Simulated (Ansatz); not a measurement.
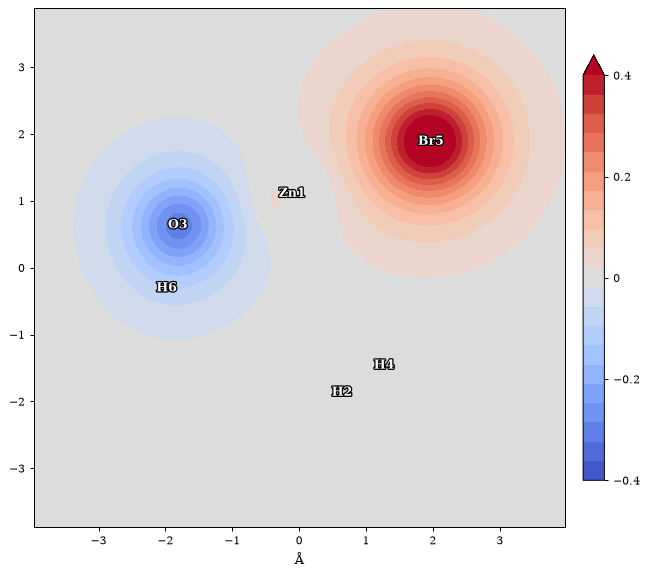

The picture shows: BrHOZn···H2. One frontier orbital on a plane 0.8 Å above the molecular plane (values in Å⁻³ᐟ²; the overall sign is arbitrary).

The product side of a reaction path; geometry: PBE0-D4/def2-TZVP.

The calculation used Ansatz, RKS PBE0-D4/def2-TZVPP.

Input file:

```
crystal:
  periodic: [false, false, false]
  atoms:
    - {symbol: Zn, position_ang: [-0.105002, -0.443560, -1.014956]}
    - {symbol: H, position_ang: [-0.028962, 1.152572, 1.602490]}
    - {symbol: O, position_ang: [0.745777, -1.760068, -0.192291]}
    - {symbol: H, position_ang: [-0.377969, 1.562700, 1.083108]}
    - {symbol: Br, position_ang: [-1.168767, 1.097905, -2.213756]}
    - {symbol: H, position_ang: [0.934923, -1.609551, 0.735505]}
basis:
  gaussian: {orbitals: def2-TZVPP}
hamiltonian: {xc: pbe0, dispersion: d4}
output: {orbitals: {seedname: orbitals}}
```

Run with:

```sh
ansatz run in.yaml --threads 4 --pin off --events-out ev --progress --plain --max-ram 9574MiB
```

> Which orbital is it: HOMO or LUMO?

The HOMO, at −8.36 eV. Its weight (Hirshfeld) is mainly on Br5 (about 60 %), O3 (about 30 %) and Zn1 (about 10 %); it changes sign across the molecular plane (π type).
